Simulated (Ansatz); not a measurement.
# Mo: response to strain

Base system: Mo in the bcc (W type) structure (space group Im-3m, No. 229; relaxed with 0.1 eV smearing).

```yaml
crystal:
  lattice:
    - [-1.57548, 1.57548, 1.57548]
    - [1.57548, -1.57548, 1.57548]
    - [1.57548, 1.57548, -1.57548]
  atoms:
    - { symbol: Mo, position: [0.00000, 0.00000, 0.00000] }
```

Cartesian axes are those of the cell as printed.

Strains are applied to the cell and any free atomic positions relax; under biaxial strain the out-of-plane vector relaxes too.

Computed with Ansatz (an electronic-structure program) r2SCAN, spin-orbit coupling left out.

Notes on the quantities. in-plane stress: mean in-plane stress (compression positive).

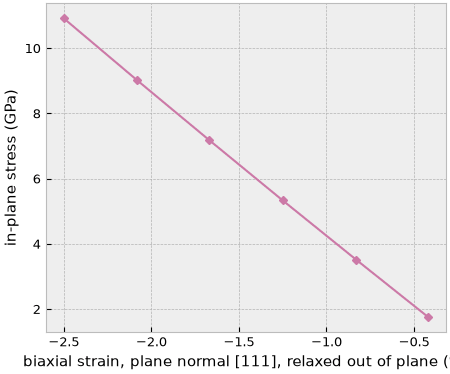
Fig. 1. in-plane stress against biaxial strain, plane normal [111], relaxed out of plane

From the plot, what is the in-plane stress for biaxial strain −0.42 %, plane normal [111], relaxed out of plane?

About 1.8 GPa.

Is the trend monotonic over the range shown?

Yes, it falls throughout, spanning +1.8 GPa to +10.9 GPa.

Stability against distortions was not tested. The final runs are not spin-polarised.
